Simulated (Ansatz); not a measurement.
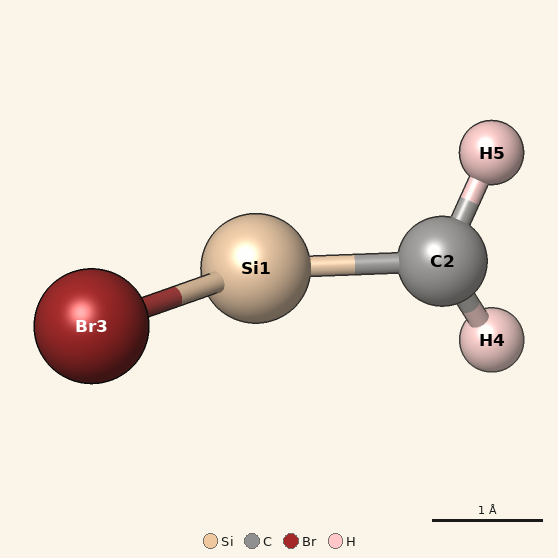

Orthographic view. Distant atoms are faded towards the background colour. State: charge +1, singlet. The geometry was computed by an optimisation with PBE0-D4/def2-TZVP. No frequency run is at hand to confirm it as a minimum.

List all interatomic distances (Å) as a matrix.

```
atom   Si1    C2   Br3    H4    H5
 Si1  0.00                        
  C2  1.72  0.00                  
 Br3  2.10  3.61  0.00            
  H4  2.41  1.09  4.29  0.00      
  H5  2.41  1.09  4.29  1.84  0.00
```
